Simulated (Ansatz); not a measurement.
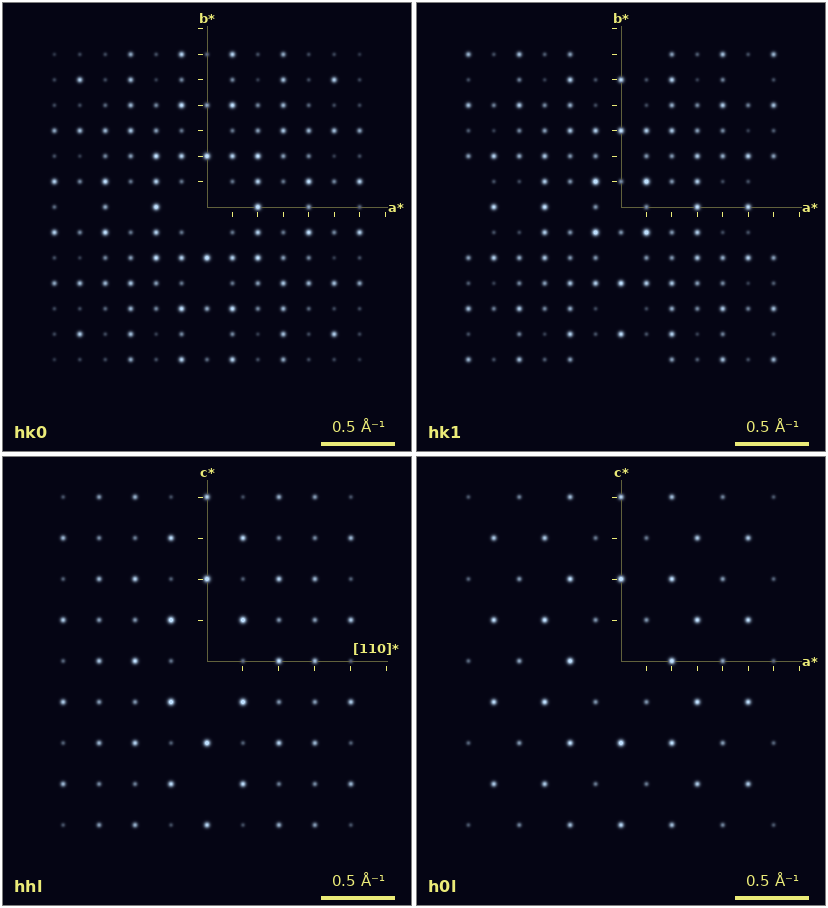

Four undistorted layers of reciprocal space, calculated for a single crystal (X-rays, kinematic |F|², B = 0.5 Å²). Tick marks count the reciprocal lattice steps of the conventional cell along each axis.

The compound is Zr2B. Structure: the end point of a relaxation with DFT PBE, scalar-relativistic, plane waves, PAW in Ansatz; the starting structure was generated, so it need not be a known form of this composition.

Read the reciprocal cell and give the direct cell.

a* = 0.176, b* = 0.176, c* = 0.284 Å⁻¹; the cell is tetragonal with a = 5.67 Å, c = 3.52 Å.

Which reflection conditions do the layers show?

Reflections are present only under these conditions. hkl: no condition; hk0: no condition; h0l: h + l = 2n; hhl: no condition; h00: h = 2n; 00l: l = 2n. The lattice is primitive (P). A few very weak reflections are below the display threshold.

Which space groups fit?

The intensities have Laue symmetry 4/mmm (the hk0 layer shows 4mm, hk1 shows 4mm). With these conditions the candidates are P4_2nm (No. 102), P-4n2 (No. 118), P4_2/mnm (No. 136). Diffraction geometry alone does not choose among them; the structure has P4_2/mnm.
